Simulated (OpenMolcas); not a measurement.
# singlet CH5BN+ at 6 levels

We compute a comparison of 6 runs (HF/STO-3G, HF/3-21G, B3LYP/6-31G*, PBE/def2-SVPD, TPSS/def2-SVPD, CCSD(T)/def2-SVPD) of singlet CH5BN+. 

Program for the calculation: OpenMolcas 26.06.

1 further run of the same task is left out (set aside as unsound or not needed).

### 1 Starting point

CH5BN+ has 8 atoms, charge +1, and is taken as a singlet. SMILES of the parent species: `B[N]C`. Geometry: relaxed at PBE0-D4/def2-TZVP. That shape belongs to the parent species and isn't relaxed for this state.

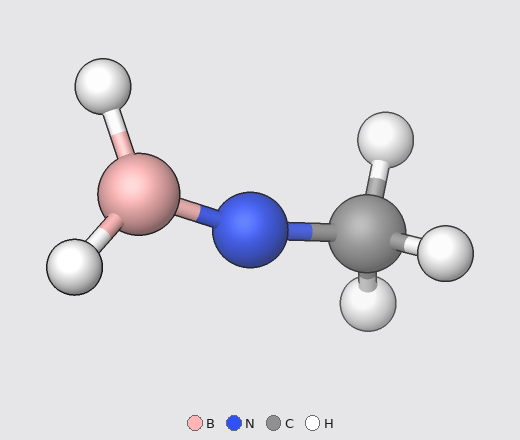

Viewed from a chosen angle; boron pink, nitrogen blue, carbon grey, hydrogen white.

### 2 The energy at HF/STO-3G (run 1)

mol.inp

```
* CH5BN Hartree-Fock

&gateway
  baslib = $CurrDir
  coord
  8
  angstrom
  B       -0.373900       1.096100      -0.965000
  N        0.058500       0.275600      -0.008700
  C        0.339600      -0.835900       0.776800
  H       -1.007800       0.632300      -1.885400
  H       -0.143000       2.276400      -0.921600
  H       -0.096400      -0.755000       1.778600
  H        1.416200      -1.018200       0.865300
  H       -0.101000      -1.728600       0.304400
  basis = STO-3G
  group = NoSym

&seward

&scf
  charge = 1
  thresholds = 1e-10 1e-07 1e-07 1e-05
  prorbitals = 0
```

The basis set STO-3G is read from a file made from the Basis Set Exchange's data (not shown).

Launch:

```bash
$ export MOLCAS_MEM=1860
$ pymolcas mol.inp > mol.log
```

The log of the run:

```text
--- Start Module: gateway ---
[...]
--- Stop Module: gateway /rc=_RC_ALL_IS_WELL_ ---
--- Start Module: seward ---
[...]
      Basis functions           20
--- Stop Module: seward /rc=_RC_ALL_IS_WELL_ ---
--- Start Module: scf ---
[...]
       Convergence after  21 Iterations
[...]
::    Total SCF energy                               -118.1003227056
[...]
      Total spin, S                                     0.0000000000
[...]
      Total electronic charge=   22.000000
      Total            charge=    1.000000
[...]
      Dipole Moment (debye):
      Origin of the operator (angstrom)=    0.0201    0.1260   -0.0305
                   X= -1.7030E-01               Y= -4.6543E-01               Z= -1.5013E-01           Total=  5.1785E-01
      Center of Charge (angstrom)
[...]
--- Stop Module: scf /rc=_RC_ALL_IS_WELL_ ---
[...]
```

Wall time 1.7 s (1 thread of Arm Neoverse V1, shared host); peak memory 0.37 GiB.

### 3 The energy at HF/3-21G (run 2)

coord.xyz

```xyz
8

B     -0.373900     1.096100    -0.965000
N      0.058500     0.275600    -0.008700
C      0.339600    -0.835900     0.776800
H     -1.007800     0.632300    -1.885400
H     -0.143000     2.276400    -0.921600
H     -0.096400    -0.755000     1.778600
H      1.416200    -1.018200     0.865300
H     -0.101000    -1.728600     0.304400
```

test.input

```
&GATEWAY
BASLIB=$CurrDir
COORD=coord.xyz
BASIS=3-21G
GROUP=NoSym
&SEWARD
&SCF
CHARGE=1
THRESHOLDS=1e-10 1e-07 1e-07 1e-05
PRORBITALS=1 1
```

The basis set 3-21G is read from a file made from the Basis Set Exchange's data (not shown).

Launch:

```bash
$ export MOLCAS_MEM=1860
$ pymolcas test.input > test.log
```

The log of the run:

```text
--- Start Module: gateway ---
[...]
--- Stop Module: gateway /rc=_RC_ALL_IS_WELL_ ---
--- Start Module: seward ---
[...]
      Basis functions           37
--- Stop Module: seward /rc=_RC_ALL_IS_WELL_ ---
--- Start Module: scf ---
[...]
       Convergence after  21 Iterations
[...]
::    Total SCF energy                               -118.8637928495
[...]
      Total spin, S                                     0.0000000000
[...]
      Total electronic charge=   22.000000
      Total            charge=    1.000000
[...]
      Dipole Moment (debye):
      Origin of the operator (angstrom)=    0.0201    0.1260   -0.0305
                   X= -1.7173E-01               Y= -7.3192E-01               Z= -7.7165E-02           Total=  7.5574E-01
      Center of Charge (angstrom)
[...]
--- Stop Module: scf /rc=_RC_ALL_IS_WELL_ ---
[...]
```

Run time: 1.9 s. Hardware: 1 thread of Arm Neoverse V1, shared host; peak memory 0.37 GiB.

Runs 3 to 4 aren't shown in full; the table further down has their settings and results.

### 4 A single-point energy at TPSS/def2-SVPD (run 5)

run.inp

```
>>> EXPORT MOLCAS_PRINT=2

&GATEWAY
 BasLib=$CurrDir
 Coord
 8
 angstrom
 B       -0.373900       1.096100      -0.965000
 N        0.058500       0.275600      -0.008700
 C        0.339600      -0.835900       0.776800
 H       -1.007800       0.632300      -1.885400
 H       -0.143000       2.276400      -0.921600
 H       -0.096400      -0.755000       1.778600
 H        1.416200      -1.018200       0.865300
 H       -0.101000      -1.728600       0.304400
 Basis=def2-SVPD
 Group=NoSym

&SEWARD
 GridInput
 Grid=UltraFine
 End of Grid

&SCF
 Charge=1
 KSDFT=2
 1.0 MGGA_X_TPSS
 1.0 MGGA_C_TPSS
 Thresholds=1e-10 1e-07 1e-07 1e-05
 PrOrbitals=1 2
```

The basis set def2-SVPD is read from a file made from the Basis Set Exchange's data (not shown).

Launch:

```bash
$ export MOLCAS_MEM=1860
$ pymolcas run.inp > run.log
```

The log of the run:

```text
--- Start Module: gateway ---
[...]
--- Stop Module: gateway /rc=_RC_ALL_IS_WELL_ ---
--- Start Module: seward ---
[...]
      Basis functions          100
--- Stop Module: seward /rc=_RC_ALL_IS_WELL_ ---
[...]
--- Start Module: scf ---
[...]
       Convergence after  23 Iterations
[...]
::    Total KS-DFT energy                            -120.2808437212
[...]
      Total spin, S                                     0.0000000000
[...]
      Total electronic charge=   22.000000
      Total            charge=    1.000000
[...]
      Dipole Moment (debye):
      Origin of the operator (angstrom)=    0.0201    0.1260   -0.0305
                   X= -2.9743E-01               Y= -5.5704E-01               Z= -3.3603E-01           Total=  7.1531E-01
      Center of Charge (angstrom)
[...]
--- Stop Module: scf /rc=_RC_ALL_IS_WELL_ ---
[...]
```

It took 84 s on 1 thread of Arm Neoverse V1, shared host; peak memory 0.56 GiB.

### 5 A single-point energy at CCSD(T)/def2-SVPD (Cholesky decomposition) (run 6)

mol.inp

```
>>> EXPORT MOLCAS_PRINT=2
&gateway
baslib
$CurrDir
coord
8
angstrom
B       -0.373900       1.096100      -0.965000
N        0.058500       0.275600      -0.008700
C        0.339600      -0.835900       0.776800
H       -1.007800       0.632300      -1.885400
H       -0.143000       2.276400      -0.921600
H       -0.096400      -0.755000       1.778600
H        1.416200      -1.018200       0.865300
H       -0.101000      -1.728600       0.304400
basis
def2-SVPD
group
NoSym
&seward
high
&scf
charge
1
thresholds
1e-10 1e-07 1e-07 1e-05
prorbitals
1 1
&chcc
frozen
3
threshold
1e-08
maxiterations
80
&cht3
frozen
3
```

The basis set def2-SVPD is read from a file made from the Basis Set Exchange's data (not shown).

Launch:

```bash
$ export MOLCAS_MEM=1860
$ pymolcas mol.inp > mol.log
```

The log of the run:

```text
--- Start Module: gateway ---
[...]
--- Stop Module: gateway /rc=_RC_ALL_IS_WELL_ ---
[...]
      Basis functions          100
[...]
       Convergence after  21 Iterations
[...]
::    Total SCF energy                               -119.4430260135
[...]
      Total spin, S                                     0.0000000000
[...]
      Total electronic charge=   22.000000
      Total            charge=    1.000000
[...]
      Dipole Moment (debye):
      Origin of the operator (angstrom)=    0.0201    0.1260   -0.0305
                   X= -1.4570E-01               Y= -5.5761E-01               Z= -8.3572E-02           Total=  5.8236E-01
      Center of Charge (angstrom)
[...]
--- Start Module: chcc ---
[...]
--- Stop Module: chcc /rc=_RC_ALL_IS_WELL_ ---
[...]
--- Start Module: cht3 ---
[...]
--- Stop Module: cht3 /rc=_RC_ALL_IS_WELL_ ---
[...]
```

It took 4.4 min on 1 thread of Arm Neoverse V1, shared host; peak memory 0.17 GiB.

### 6 The series

```tsv
run	level	Cartesian functions	integration grid	energy (Eh)	HOMO energy (eV)	LUMO energy (eV)	HOMO–LUMO gap (eV)	wall time
1	HF/STO-3G	no	–	-118.100323	-19.04	-6.03	13.01	1.7 s
2	HF/3-21G	no	–	-118.863793	-19.42	-7.47	11.95	1.9 s
3	B3LYP/6-31G* (Cartesian functions)	yes	UltraFine	-120.336025	-15.01	-11.81	3.19	19 s
4	PBE/def2-SVPD	no	UltraFine	-120.083872	-13.79	-12.51	1.28	59 s
5	TPSS/def2-SVPD	no	UltraFine	-120.280844	-13.96	-12.51	1.45	84 s
6	CCSD(T)/def2-SVPD (Cholesky decomposition)	no	–	-119.894169	-19.45	-7.48	11.97	4.4 min
```

### 7 Outcome

| quantity | value |
| --- | --- |
| run 6: total energy | -119.89417 Eh |
| run 6: HOMO energy (Hartree–Fock orbitals) | -19.45 eV |
| run 6: LUMO energy (Hartree–Fock orbitals) | -7.48 eV |
| run 6: HOMO–LUMO gap (Hartree–Fock orbitals) | 11.97 eV |
| run 6: correlation energy (3 core orbitals frozen) | -451.1 mEh |
| run 6: (T) correction | -18.97 mEh |

**Reading.** Over runs 1, 2, 3, 4, 5 the HOMO–LUMO gap runs from 1.28 eV (PBE/def2-SVPD) to 13.01 eV (HF/STO-3G). The two ends differ in method and basis. Totals of different functionals can't be ranked against each other. In run 1 the basis is minimal, so the values are rough. All runs together took 7.2 min, the longest 4.4 min.
